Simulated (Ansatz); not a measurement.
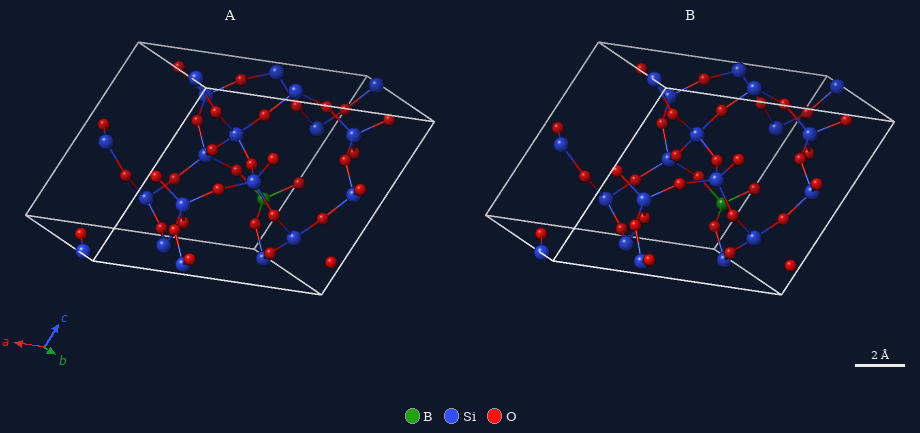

Two geometries of a defect cell of composition Si15BO32, drawn at one scale. One is the start of a relaxation, the other its converged end. A ball-and-stick model of the cell of the calculation, seen from a free direction.

Level of theory: Ansatz, DFT, PBE, plane-wave PAW, default files, scalar-relativistic. Set-up: plane-wave cutoff 420 eV; k-point mesh 3 × 3 × 3; occupations fermi dirac; smearing width 0.01 eV; collinear spin; atoms relaxed in a fixed cell; force threshold 0.03 eV/Å; at most 40 steps.

### Which one is relaxed?

Structure B is the relaxed one. The largest moves, 0.29 Å, are those of O atoms. By element the largest moves are O 0.29 Å, Si 0.23 Å, B 0.20 Å. The lattice vectors keep their values. Near-neighbour distances that change, for instance: B–O 1.604 → 1.463 Å, O–Si 1.604 → 1.636 Å. Among the angles between lasting bonds that change: Si–O–Si 146.6° → 141.7°, Si–O–Si 146.6° → 142.8°, Si–O–Si 146.6° → 149.9°. The energy falls by 1.560 eV per cell of the calculation in 7 geometry steps. Largest force component: 3.6 eV/Å at the start, 0.027 eV/Å at the end. Cost: 12 min on 4 threads of Arm Neoverse V2 (shared host), peak memory 3.9 GiB.
